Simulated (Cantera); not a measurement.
A closed system holds: 1 mol B₂O₃, 160 mol H₂, 47 mol N₂, at 0.0100 bar.

These are equilibrium values from Cantera (NASA tables, ideal gas, pure condensed phases), not measurements of a reactor. Candidate condensed phases: B, BN, B₂O₃, B₃O₃H₃, H₂O; 39 gas species. N₂ is the only nitrogen source here; it is nearly inert below about 1500 K, so the nitride shown seldom forms there in practice. Mutual solubility and eutectic melting of coexisting phases are not modelled. The numbers say what is thermodynamically allowed, not how fast it happens.

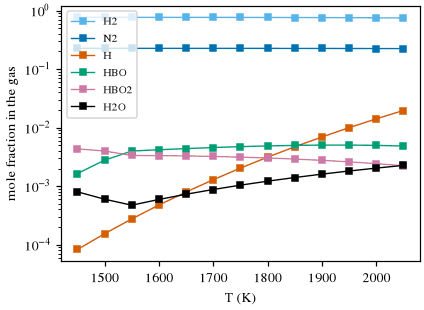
Fig. 1. Equilibrium gas composition (values under 1e-9 drawn at 1e-9)

### Question
Read off the mole fractions at 1700 K.

### Answer
H₂ about 0.76, N₂ about 0.23, HBO about 0.0046, HBO₂ about 0.0032, H about 0.0013, H₂O about 0.00088.
